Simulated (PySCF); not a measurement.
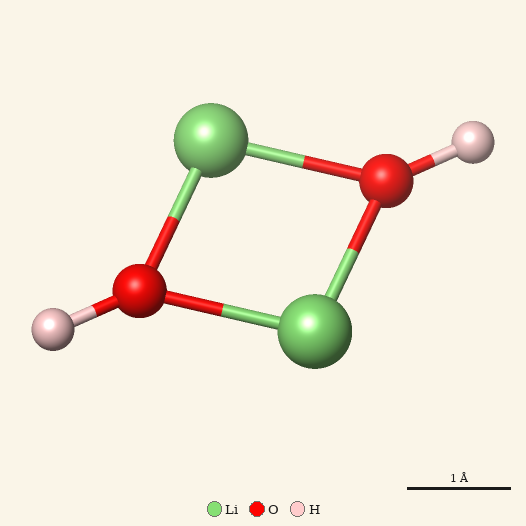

Rendered structure (ball-and-stick style).

Computed geometry: PBE0-D3(BJ)/def2-SVP optimisation. No frequency run is at hand to confirm it as a minimum.

Give the formula.

Answer. H₂Li₂O₂, 6 atoms: 2 hydrogen, 2 lithium and 2 oxygen.

Count the bonded pairs by element.

Answer. 4 Li–O, 2 O–H. Sticks follow a distance rule.

Give the symmetry (Schoenflies symbol).

Answer. D2h.

How many atoms are distinct by symmetry?

Answer. 3: 2 Li, 2 O, 2 H.

More results for the same structure follow; atom numbers are the same in all pictures, views and colours differ.

### Shape

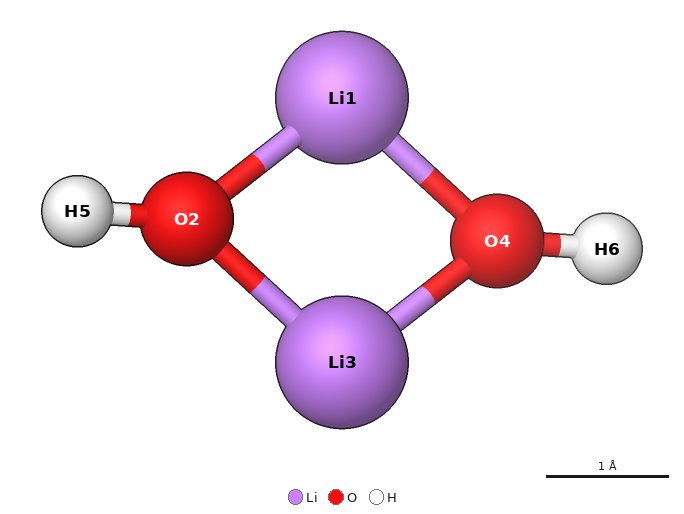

No frequency run is at hand to confirm it as a minimum.

Give these bond angles: O2–Li1–O4, Li1–O2–Li3, Li1–O2–H5.

```json
{"angle": "O2–Li1–O4", "degrees": "101.3"}
{"angle": "Li1–O2–Li3", "degrees": "78.7"}
{"angle": "Li1–O2–H5", "degrees": "140.7"}
```

### Excitation

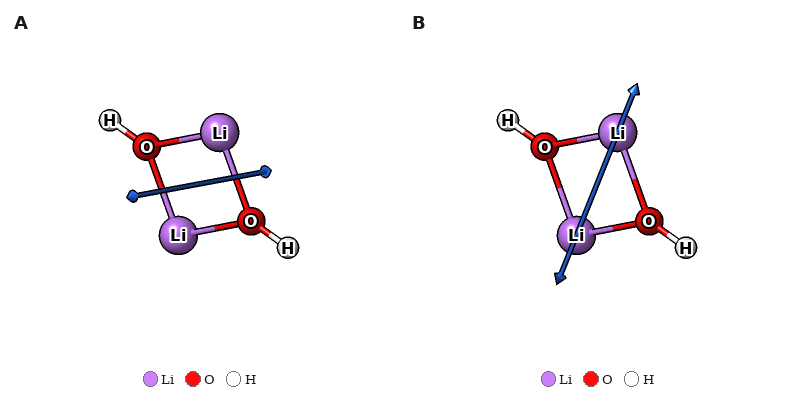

The double arrows show the directions of two transition dipoles from the ground state (lengths mean nothing). No frequency run is at hand to confirm it as a minimum. Level of theory: TDDFT CAM-B3LYP/def2-SVPD, vertical, gas phase, core orbitals frozen in the response (PySCF 2.14.0).

One belongs to singlet state 2 and one to singlet state 3. Which is which?

Answer. A: state 2, 6.03 eV (206 nm), oscillator strength 0.13, mainly HOMO−2 → LUMO (weight 0.65); polarised normal to the molecular plane.
B: state 3, 6.15 eV (202 nm), oscillator strength 0.14, mainly HOMO−1 → LUMO (weight 0.86).

### Spin–spin coupling

No frequency run is at hand to confirm it as a minimum. Level of theory: B3LYP/pcJ-1 indirect spin-spin coupling, non-relativistic, gas phase (PySCF 2.14.0). Isotopes: 1H, 7Li, 17O.

Give the spin–spin coupling constants of these pairs, with the number of bonds between them: Li1/O4, Li1/O2, O2/Li3, O2/H5, Li1/H5, Li1/Li3, Li1/H6, O2/O4, Li3/H5, Li3/H6, O2/H6, O4/H5.

| pair | bonds apart | J (Hz) |
| --- | --- | --- |
| Li1, O4 | 1 | −31.0 |
| Li1, O2 | 1 | −31.0 |
| O2, Li3 | 1 | −31.0 |
| O2, H5 | 1 | −92.5 |
| Li1, H5 | 2 | 4.1 |
| Li1, Li3 | 2 | 1.2 |
| Li1, H6 | 2 | 4.1 |
| O2, O4 | 2 | 5.3 |
| Li3, H5 | 2 | 4.1 |
| Li3, H6 | 2 | 4.1 |
| O2, H6 | 3 | −2.6 |
| O4, H5 | 3 | −2.6 |

### NMR shielding

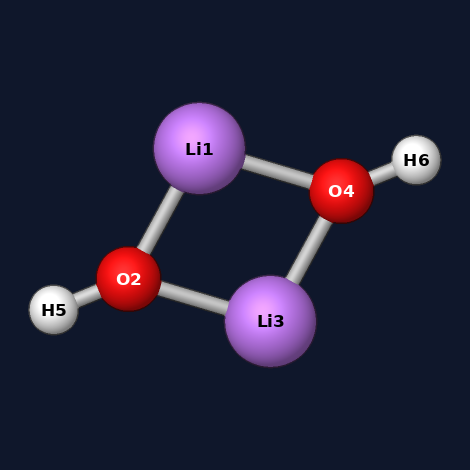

No frequency run is at hand to confirm it as a minimum. Properties computed with GIAO PBE0/pcSseg-1 NMR shielding, non-relativistic, gas phase (PySCF 2.14.0). Principal shieldings σ11 ≤ σ22 ≤ σ33, span Ω = σ33 − σ11, skew κ = 3(σiso − σ22)/Ω.

Give the shielding tensors of the Li atoms.

| atom | σ11 | σ22 | σ33 | σiso | Ω | κ |
| --- | --- | --- | --- | --- | --- | --- |
| Li1, Li3 | 79.5 | 88.7 | 100.3 | 89.5 | 20.9 | 0.12 |

Shieldings and span in ppm.
